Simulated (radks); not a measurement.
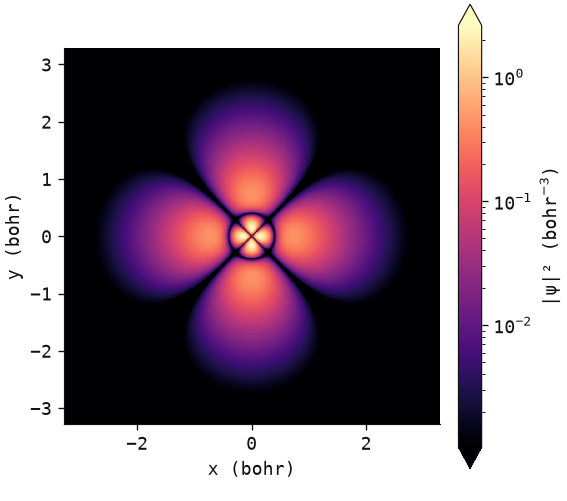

Figure 1. One occupied orbital of up spin is shown. In the xy plane through the nucleus, the colour gives |ψ|² on a logarithmic scale. The radial function comes from the spherical calculation and is multiplied by a real spherical harmonic; the overall sign is chosen so that the largest lobe of P(r) is positive. It is 4d(x²−y²) of up spin. It has two nodal planes at 45° to x and y and 1 radial node, at r = 0.401 bohr. The outermost maximum of P² lies at 0.926 bohr, ⟨r⟩ = 1.17 bohr, 90 % of the charge lies within 1.85 bohr, and the eigenvalue is −19.7 eV, with 5 electrons in the shell for this spin.

Atomic calculation for In

The neutral indium atom in the configuration [Kr] 4d10 5s2 5p1 (high spin). Computed at this level: non-relativistic Kohn-Sham, PBEsol, spin-polarised, spherical densities, point nucleus (the in-house radial solver radks).

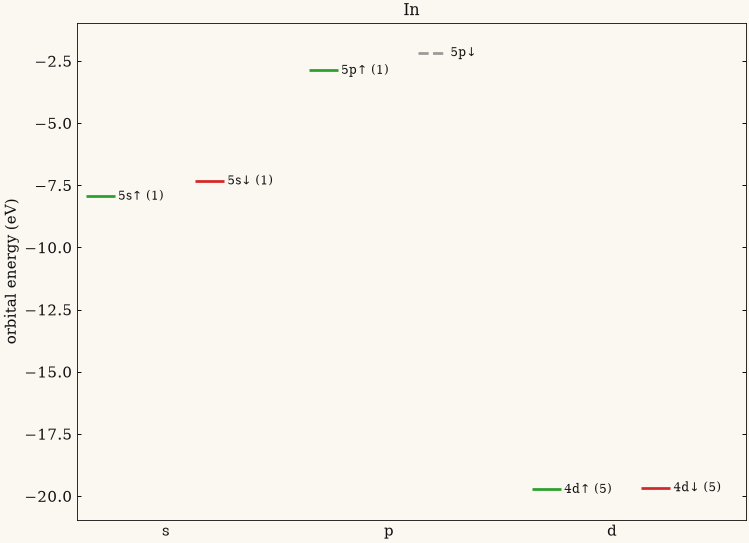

Figure 2. The outer levels are drawn by angular momentum (occupations in brackets, up spins at the left of each column and down spins at the right, empty levels dashed). The highest occupied level is 5p up at −2.88 eV. The highest 3 occupied levels, from the top down, are 5p up (−2.88 eV), 5s down (−7.32 eV), 5s up (−7.94 eV). The lowest empty level drawn is 5p down at −2.18 eV. The largest exchange splitting (down less up) among the shells drawn in both spins is that of 5p, 0.693 eV. The measured ionisation energy (NIST) is 5.79 eV; minus the highest level, 2.88 eV, lies 50 % below it, as is usual for a semilocal functional, whose potential decays too fast. Relativity, left out here, matters at this nuclear charge.

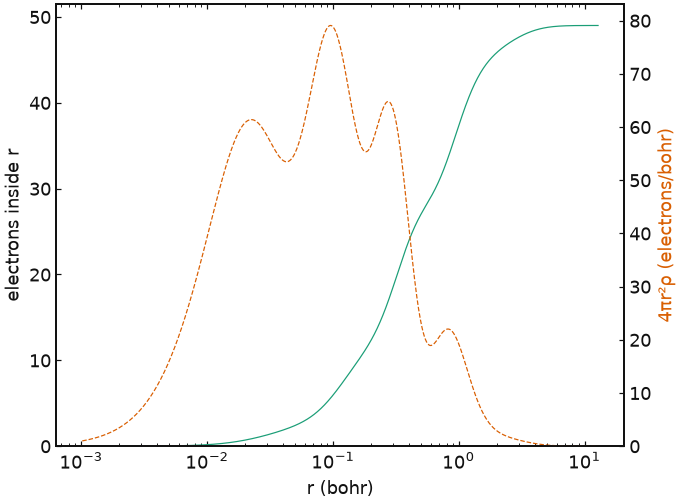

Figure 3. The number of electrons inside radius r (solid) and the radial density 4πr²ρ (dashed). The count levels off at 49 electrons. Half of them lie within 0.416 bohr, 90 % within 1.58 bohr and 99 % within 4.17 bohr. The radial density has minima at 0.0429, 0.183 and 0.597 bohr, where the count stands at 2.0, 11.3 and 28.9; these part the shells that the density resolves.

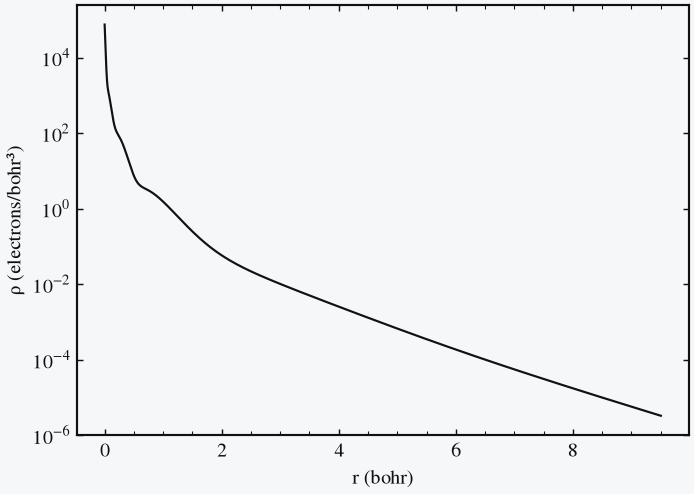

Figure 4. The electron density ρ(r) on a logarithmic scale. The density falls from 75000 electrons/bohr³ at the inner end (r = 0.0010 bohr) to 0.001 at r = 4.69 bohr, a common measure of the size of an atom or ion. The highest occupied orbital, 5p up (⟨r⟩ = 3.67 bohr, −2.88 eV), is also the most diffuse and sets the fall-off far out: over the last part drawn ln ρ falls by 1.1 per bohr, against 2√(−2ε) = 0.92 for the pure exponential. At the nucleus d ln ρ/dr is −98 per bohr, near the cusp value −2Z = −98. The steps in the slope mark the shells; the radial density has its minima at 0.043, 0.18 and 0.60 bohr.

These pictures come from the run below.

Input:
```
Z 49
configuration [Kr] 4d10 5s2 5p1
relativity non-relativistic
functional pbe_sol,pbe_sol
spin polarised
nucleus point
```

Energies in input and log are in hartree, lengths in bohr.

Output:
```
1s      1   1.0000        -984.26853056
2s      1   1.0000        -144.14190737
2p      1   3.0000        -134.63380734
3s      1   1.0000         -27.23915253
3p      1   3.0000         -23.34626495
3d      1   5.0000         -16.12726882
4s      1   1.0000          -4.06397766
4p      1   3.0000          -2.79329257
4d      1   5.0000          -0.72496543
5s      1   1.0000          -0.29162377
5p      1   1.0000          -0.10572978
1s      2   1.0000        -984.26813442
2s      2   1.0000        -144.14186942
2p      2   3.0000        -134.63357557
3s      2   1.0000         -27.23885894
3p      2   3.0000         -23.34592947
3d      2   5.0000         -16.12699476
4s      2   1.0000          -4.06344630
4p      2   3.0000          -2.79264369
4d      2   5.0000          -0.72252030
5s      2   1.0000          -0.26902108
5p      2   0.0000          -0.08027099
Etot -5739.585927360208
Ekin 5737.029521844952
Encl -13658.085779166444
Eh 2334.593060216207
Exc -153.12273025492306
err 7.911641121451746e-09
it 14
```

Results in brief:

| quantity | value |
| --- | --- |
| outcome | converged |
| total energy | −5739.5859 hartree |
| kinetic energy | 5737.0295 hartree |
| electron–nucleus energy | −13658.0858 hartree |
| Hartree energy | 2334.5931 hartree |
| exchange–correlation energy | −153.122730 hartree |
| radius at density 0.001 e/bohr³ | 4.69 bohr |
| SCF iterations | 14 |
| hardware | 1 CPU thread, shared host |

Notes:

Relativity is left out, which matters for an atom this heavy.
